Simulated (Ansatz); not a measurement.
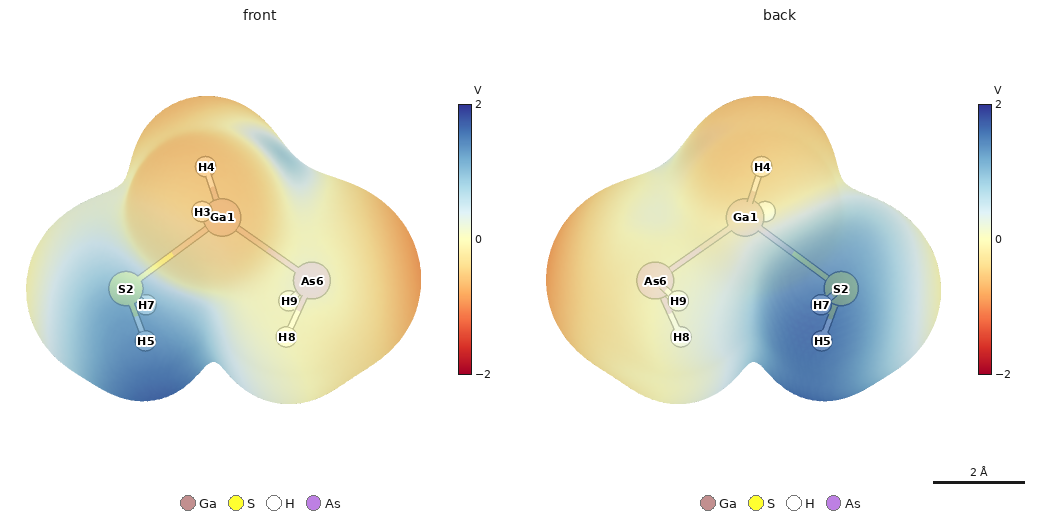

The picture shows: AsGaH$_{6}$S. The molecular electrostatic potential painted on the density surface at 0.001 e/bohr³, seen from the front and from behind; red is negative and blue positive.

All numbers below come from Ansatz, UKS B3LYP/def2-SVP.

| atom | x (Å) | y (Å) | z (Å) |
| --- | --- | --- | --- |
| Ga | -1.2664 | 0.0090 | -0.3343 |
| S | 1.1130 | -0.0604 | -1.6706 |
| H | -1.7712 | -1.3627 | -0.9299 |
| H | -1.7009 | 1.3807 | -0.9844 |
| H | 1.7310 | -0.9901 | -0.9041 |
| As | -0.6350 | 0.0412 | 2.0532 |
| H | 1.7073 | 0.9664 | -1.0180 |
| H | 0.3792 | -1.0999 | 1.9174 |
| H | 0.4429 | 1.1156 | 1.8708 |

**Where is the surface potential most negative and most positive?**

The most negative region (about −0.8 V) lies over As6, the most positive (about +1.7 V) over H5 and H7.
